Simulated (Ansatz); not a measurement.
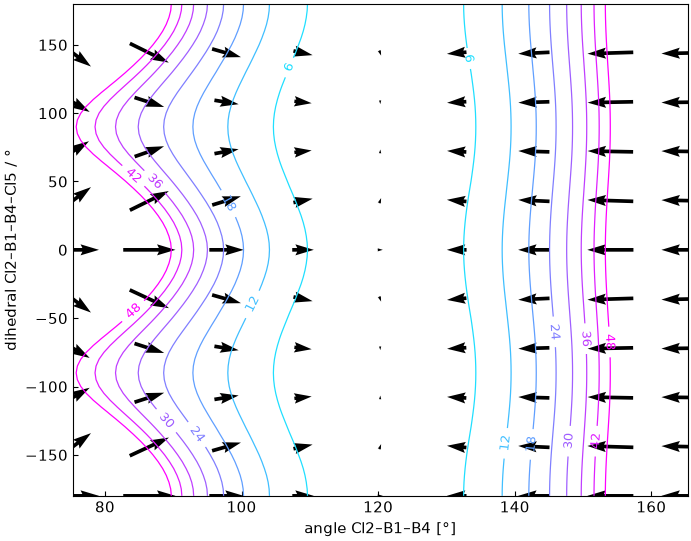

Energy landscape of B2(Cl)4. Coordinates scanned: (1) angle Cl2–B1–B4; (2) dihedral Cl2–B1–B4–Cl5. Nothing is relaxed (all other coordinates rigid). Grid: 9 × 10 points; 59 points were computed and 31 follow by symmetry. Points are written as (first, second). Energies: kcal/mol, counted from the relaxed molecule at the same level. Method: RKS r2SCAN-D4/def2-SVP (Ansatz).

In the figure: contour lines labelled in kcal/mol (none above 48), arrows along the force (downhill), their lengths compressed. Between grid points the surface is interpolated. 

Q: Summarise what can be read from the map.

A: The lowest grid point is at (120.3°, −108°), 0.13 kcal/mol from the relaxed molecule at the same level; the map holds 2 wells of about this depth. No other kind of well shows on this grid. The highest grid point, (75.3°, −180°), lies 151 kcal/mol above the lowest. On the interpolated surface the easiest way out of the lowest well to a well of about the same depth near (120.3°, 72°) passes a barrier of about 1.5 kcal/mol, counted from the interpolated bottom of the well. Round the minimum the two coordinates are nearly uncoupled.

Each point was launched as `ansatz run input.yaml --threads 1 --pin off --max-ram 2560MiB --backend cpu --events-out ev --progress --plain --runs-dir out`. Time for the 59 points that were run: 9.5 min on 1 thread of Arm Neoverse V1, with other jobs on the host.
